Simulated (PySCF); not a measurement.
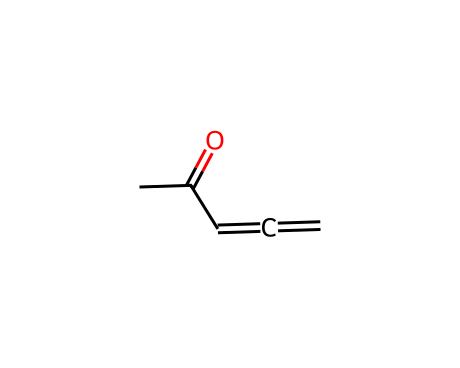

Structural formula above. Computed geometry: GFN2-xTB optimisation. No frequency run is at hand to confirm it as a minimum.

What does the molecule look like in three dimensions?

It has 12 atoms: 5 carbon, 6 hydrogen and 1 oxygen (C5H6O). SMILES: `C=C=CC(C)=O`. It has no ring. Among its groups: ketone. This geometry has Cs symmetry. Coordination: 3 C trigonal planar; 1 C linear; 1 C tetrahedral.

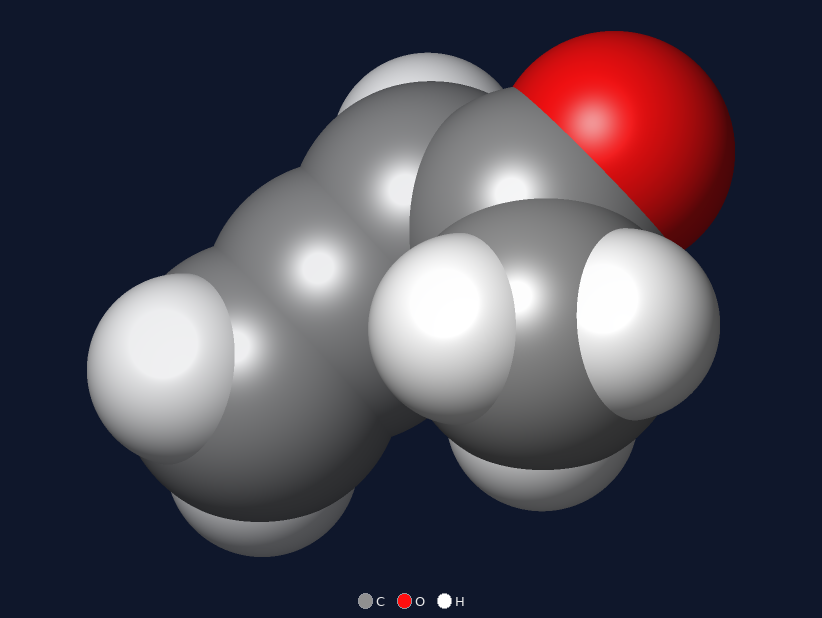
